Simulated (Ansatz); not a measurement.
**[SiF5]− (SMILES F[Si-](F)(F)(F)F) at CAM-B3LYP/6-31G(d) (spherical functions)**

Aim: the vertical singlet–triplet gap of [SiF5]− at CAM-B3LYP/6-31G* (spherical functions), from 2 runs. 

The results are computed with Ansatz 0.2.0.

16 further runs of the same task are left out: 14 that didn't finish, 2 set aside as unsound or not needed. Runs told in other sessions of the task aren't counted.

### Step 1. The system as given

[SiF5]−: 6 atoms, total charge -1, spin state singlet. As SMILES, `F[Si-](F)(F)(F)F`. The shape is that of a PBE0-D4/def2-TZVPD optimisation.

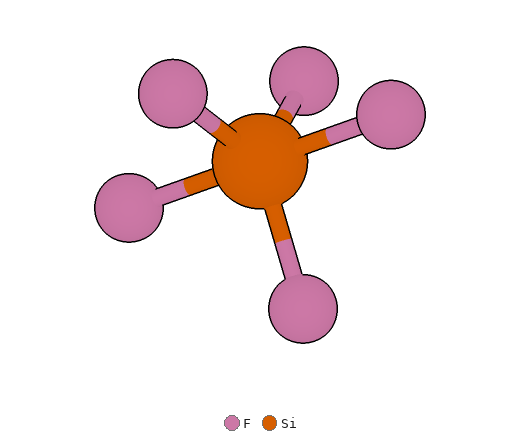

Viewed from a chosen angle; fluorine pink, silicon orange.

### Step 2. The energy at CAM-B3LYP/6-31G(d) (spherical functions)

The input, input.yaml:

```yaml
crystal:
  periodic: [false, false, false]
  atoms:
    - {symbol: F, position_ang: [-0.716900, -1.106000, 1.023500]}
    - {symbol: Si, position_ang: [-0.000000, -0.000000, -0.000000]}
    - {symbol: F, position_ang: [-1.466700, 0.583500, -0.396400]}
    - {symbol: F, position_ang: [0.651500, -1.218400, -0.860200]}
    - {symbol: F, position_ang: [0.716500, 1.105800, -1.024000]}
    - {symbol: F, position_ang: [0.815500, 0.635100, 1.257000]}
basis:
  gaussian:
    orbitals: 6-31G_st_-spherical.json
accuracy: high
output: {orbitals: {seedname: orbitals}}
hamiltonian:
  xc: {name: CAM-B3LYP}
total_charge: -1
```

The basis set 6-31G* is read from a file made from the Basis Set Exchange's data (not shown).

The run is started by

```sh
ansatz run input.yaml --threads 1 --pin off --max-ram 3480MiB --events-out events.jsonl --progress --plain --runs-dir runs
```

Standard output:

```text
Warning: RAYON_NUM_THREADS=1 ignored (pool sized by the plan → 1); use --threads N
Functional definition: CAM-B3LYP
  name "CAM-B3LYP"
  parameter alpha = 0.19
  parameter beta = 0.46
  parameter omega = 0.33/bohr
  parameter ac = 0.81
  exchange = (1 - alpha - beta)*b88_x + beta*b88_x_sr(omega) + alpha*exact_x + beta*exact_x_lr(omega)
  correlation = (1 - ac)*vwn5_c + ac*lyp_c
1915 factors; integrals over basis functions are off by at most 3.6e-9 eV
384 factors; integrals over basis functions are off by at most 1.5e-9 eV
mean field evaluation 1: about -21465.6585 eV, gradient 3.4e1 eV
mean field evaluation 2: about -21465.7327 eV, gradient 3.7e1 eV
mean field evaluation 4: about -21467.6269 eV, gradient 3.7e-1 eV
mean field evaluation 8: about -21467.7912 eV, gradient 1.4e-1 eV
mean field evaluation 16: about -21467.7913 eV, gradient 5.4e-7 eV
mean field -21467.79125157 eV, -788.9267771035 hartree, gradient 3.5e-8 eV, S^2 0.000000; 0 other end points of the search recorded, 0 dependent functions left out
reference -21467.79126921 eV, -788.9267777521 hartree; 30, 30 occupied and 58, 58 virtual orbitals, 1915 factors
Total energy: -21467.79126921 eV, -788.9267777521 hartree
```

Wall time 8.7 s (1 thread of Arm Neoverse V1, shared host); peak memory 0.35 GiB.

### Step 3. The triplet at the same level

The input, in.yaml:

```yaml
crystal:
  periodic: [false, false, false]
  atoms:
    - symbol: F
      position_ang: [-0.716900, -1.106000, 1.023500]
    - symbol: Si
      position_ang: [-0.000000, -0.000000, -0.000000]
    - symbol: F
      position_ang: [-1.466700, 0.583500, -0.396400]
    - symbol: F
      position_ang: [0.651500, -1.218400, -0.860200]
    - symbol: F
      position_ang: [0.716500, 1.105800, -1.024000]
    - symbol: F
      position_ang: [0.815500, 0.635100, 1.257000]
basis:
  gaussian:
    orbitals: 6-31G_st_-spherical.json
output:
  orbitals: {seedname: orbitals}
accuracy: high
total_charge: -1
magnetization:
  spin_polarized: true
  initial_magnetization: 2
hamiltonian:
  xc: {name: CAM-B3LYP}
```

The basis set 6-31G* is read from a file made from the Basis Set Exchange's data (not shown).

The run is started by

```sh
ansatz run in.yaml --threads 1 --pin off --max-ram 3480MiB --events-out events.jsonl --progress --plain --runs-dir runs
```

Standard output, shortened:

```text
Warning: RAYON_NUM_THREADS=1 ignored (pool sized by the plan → 1); use --threads N
[... 2 set-up lines as earlier in the session ...]
[...]
1915 factors; integrals over basis functions are off by at most 3.6e-9 eV
384 factors; integrals over basis functions are off by at most 1.5e-9 eV
[...]
mean field -21457.26873115 eV, -788.5400816108 hartree, gradient 6.8e-8 eV, S^2 2.005012; 6 other end points of the search recorded, 0 dependent functions left out
reference -21457.26874937 eV, -788.5400822801 hartree; 31, 29 occupied and 57, 59 virtual orbitals, 1915 factors
Total energy: -21457.26874937 eV, -788.5400822801 hartree
```

It took 1.9 min on 1 thread of Arm Neoverse V1, shared host; peak memory 0.55 GiB.

### Step 4. Results

At CAM-B3LYP/6-31G* (spherical functions):

```
                                                      quantity          value
                                         singlet: total energy  -788.92678 Eh
                                          singlet: HOMO energy       -5.58 eV
                                          singlet: LUMO energy        8.90 eV
singlet: HOMO–LUMO gap (to an unbound level, set by the basis)       14.48 eV
                                         triplet: total energy  -788.54008 Eh
                   triplet: HOMO energy (highest over α and β)        4.50 eV
                                                 triplet: ⟨S²⟩          2.005
              vertical energy of the triplet above the singlet      10.523 eV
```

What this shows: At this shape the triplet lies 10.52 eV (243 kcal/mol) above the singlet. For an anion a state so high probably lies above electron detachment. The HOMO (triplet) lies at positive energy, 4.50 eV, from the functional's self-interaction, a short basis or an electron that isn't bound; only total energies against the neutral tell.
